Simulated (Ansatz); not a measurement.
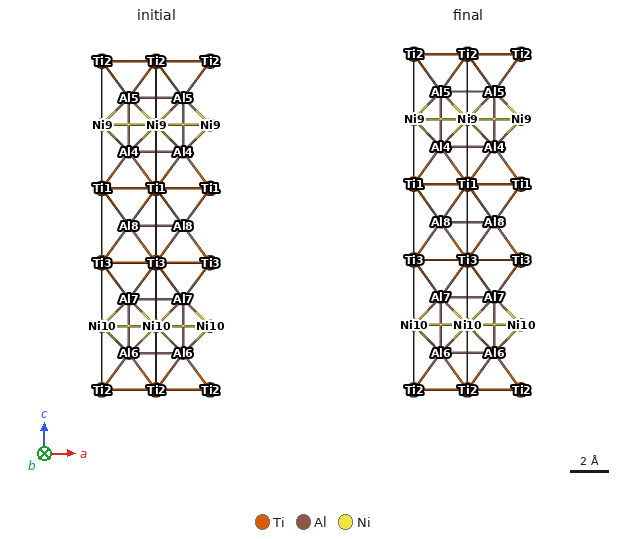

The structure of solid Ti3Al5Ni2 (a generated structure, set up in P4/mmm) before (left) and after (right) a relaxation, at one scale.

The picture is a ball-and-stick view of the cell of the calculation, repeated 2 × 1 × 1 with one cell outlined, seen along the b axis.

Computed with Ansatz, DFT PBE, scalar-relativistic, plane waves, PAW. Settings: plane-wave cutoff 420 eV; k-point mesh 14 × 14 × 2; occupations gaussian; smearing width 0.1 eV; no spin polarisation; cell and atoms relaxed; force threshold 0.01 eV/Å; at most 80 steps.

**Describe what moved and what it gained.**

The atoms keep their places relative to the cell (all moves are under 0.005 Å). The drawn cell changes at constant volume: a = b 2.884 → 2.853 Å (−1.1 %), c 17.503 → 17.875 Å (+2.1 %). Some distances before and after: Al4–Al5 2.885 → 2.946 Å, Al4–Al4 2.884 → 2.853 Å, Ni10–Ni10 2.884 → 2.853 Å, Ti1–Ti1 2.884 → 2.853 Å. The space group stays P4/mmm (No. 123). After 3 accepted moves (4 points after the start) the energy has fallen by 2.7 meV per atom. The largest force component goes from 0.025 to 0.002 eV/Å. The pressure goes from −0.07 to 0.02 GPa. At 1 point the geometry stayed and the basis and grid were re-selected for the new cell (energy shift of less than 0.05 meV per atom at most each time).

Limits of the set-up: an element that often carries a moment was run without spin polarisation.
